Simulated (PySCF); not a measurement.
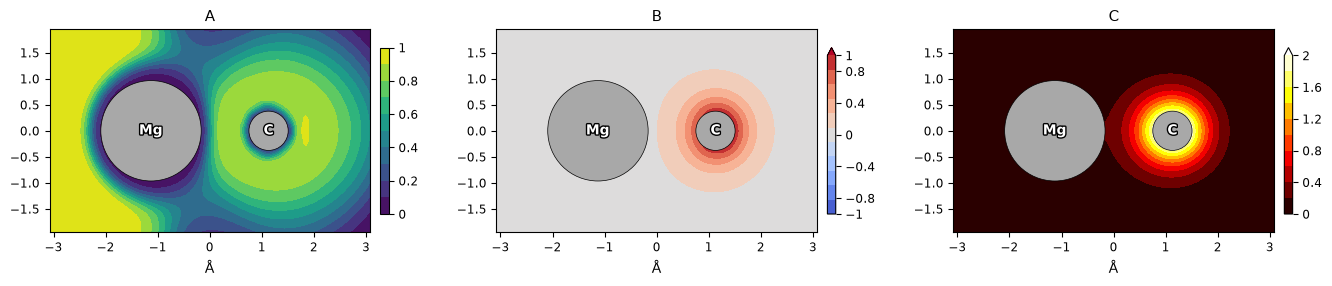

MgC (charge −1, quartet): 3 fields on a plane that holds the molecular axis, with unlabelled colour scales. Grey discs cover the atomic cores.

Method: PBE0/aug-pcseg-1, non-relativistic, at a bond length of 2.257 Å in PySCF 2.14.0.

Q: The panels show electron density, electron localisation function and spin density in some order. Assign them.

A: Panel A: electron localisation function. Panel B: spin density (confined to the atoms that carry the unpaired spin). Panel C: electron density. From the grid: C–Mg (2.26 Å): ρ is about 0.26 e/Å³ halfway; the ELF peaks at about 0.90 in the valence shell of C, 0.7 Å from its nucleus, and is about 0.45 at the midpoint.
